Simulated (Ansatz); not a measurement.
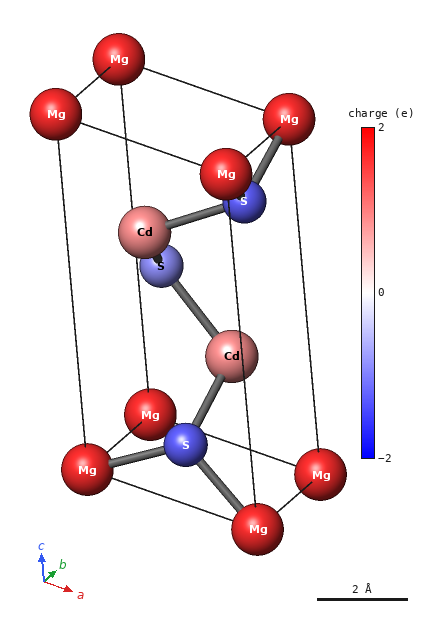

The crystal in a ball-and-stick representation, seen slightly off an axis. The edges of the cell (the run's own, in a reduced setting) are marked. The atoms of this MgCd2S3 cell are coloured by their Bader charge.

Calculation details: DFT PBE, scalar-relativistic, plane waves, PAW (Ansatz 0.2.0); an energy cutoff of 420 eV, k-points about 0.21 Å⁻¹ apart, Gaussian smearing of 0.02 eV, no spin polarisation.

Q: Which way does the charge move?

A: Most positive: Mg; most negative: S. Charges: about Mg +1.6 e; Cd +0.9 e; S -1.2 to -0.9 e. The transfer is large, as in an ionic solid.

Starting structure: a structure type filled with these elements by a generator (whether the compound takes this form wasn't checked). Earlier steps of the study, as a rule a relaxation of our own, may have changed the cell and positions, so they can lie some per cent off the listed ones. It went into a calculation with Ansatz.
